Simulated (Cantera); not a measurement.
Input: 1 mol SiH₂Cl₂, 3.7 mol N₂, held at 0.00480 bar.

Cantera equilibrium calculation (NASA polynomials, part measured and part estimated; ideal gas, pure solids and liquids). Candidate condensed phases: NH₄Cl, Si, Si₃N₄; 28 gas species. N₂ is the only nitrogen source here; it is nearly inert below about 1500 K, so the nitride shown seldom forms there in practice. The tables' values for SiCl₃, SiCl, SiN are old estimates; treat these amounts as uncertain. Gases not in the tables: Si₂H₆ and higher silanes. The numbers say what is thermodynamically allowed, not how fast it happens.

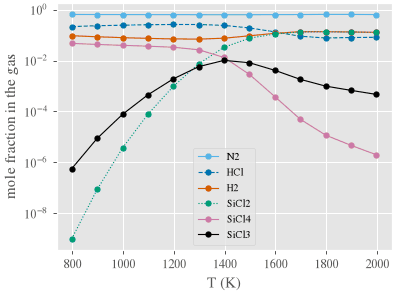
Equilibrium gas composition (values under 1e-9 drawn at 1e-9)

Task: Read off the mole fractions at 898 K.

Result: N₂ about 0.64, HCl about 0.23, H₂ about 0.086, SiCl₄ about 0.043, SiCl₃ about 8.7e-6, SiCl₂ about 8.6e-8.
